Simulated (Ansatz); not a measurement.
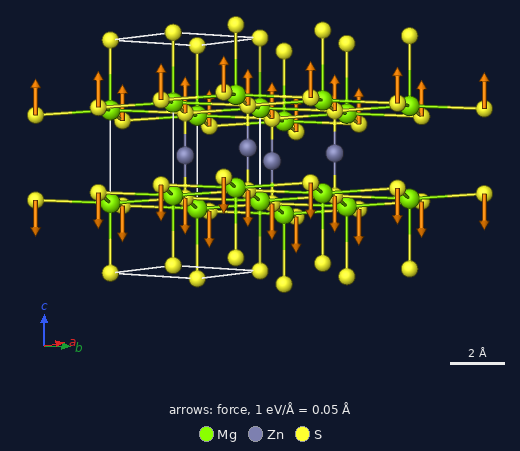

Starting geometry of a crystal of Mg₂ZnS₃ (a generated structure, set up in P4/mmm) (coarse preliminary run) with the computed forces as orange arrows. The picture is a ball-and-stick view of the cell of the calculation, repeated 2 × 2 × 1 with one cell outlined, seen from a free direction.

All numbers below come from DFT PBE, scalar-relativistic, plane waves, PAW in Ansatz. Set-up: plane-wave cutoff 420 eV; k-point mesh 4 × 4 × 2; occupations gaussian; smearing width 0.1 eV; no spin polarisation; cell and atoms relaxed; force threshold 0.04 eV/Å; at most 70 steps.

> What follows when this structure is relaxed?

It isn't relaxed: the largest force vector, on S atoms, is 27.83 eV/Å. The final displacements follow the starting forces only in part (cosine between the two patterns 0.36). Over 9 accepted moves (11 points after the start) the energy falls by 11.818 eV per cell of the calculation. Largest force component: 28 eV/Å at the start, 0.0049 eV/Å at the end. Pressure: 29.84 GPa at the start and 0.06 GPa at the end. The SCF was repeated twice at an unchanged geometry on a basis and grid sized afresh for the cell, which shifted the energy by 16.0 meV per cell of the calculation at most. The largest moves relative to the cell, 0.87 Å, are those of Mg atoms. By element the largest moves are Mg 0.87 Å, S 0.27 Å. Zn stays in place. The drawn cell changes as follows: a = b 4.021 → 3.573 Å (−11.1 %), c 8.781 → 10.553 Å (+20.2 %); the volume changes by −5.1 %. Among the contacts that change: S–Zn 1.602 → 2.194 Å, Mg–S 2.639 → 2.306 Å, Mg–S 2.847 → 2.643 Å. Bond angles that change, for instance: S–Mg–S 174.0° → 145.8°, Mg–S–Mg 174.0° → 145.8°, S–Mg–S 93.0° → 107.1°. The space group stays P4/mmm (No. 123). Cost: 26 s on 1 thread of Intel(R) Xeon(R) 6975P-C (Granite Rapids) (shared host), peak memory 0.44 GiB.

Limits of the set-up: the k-point mesh is coarse for a cell with partly filled bands.
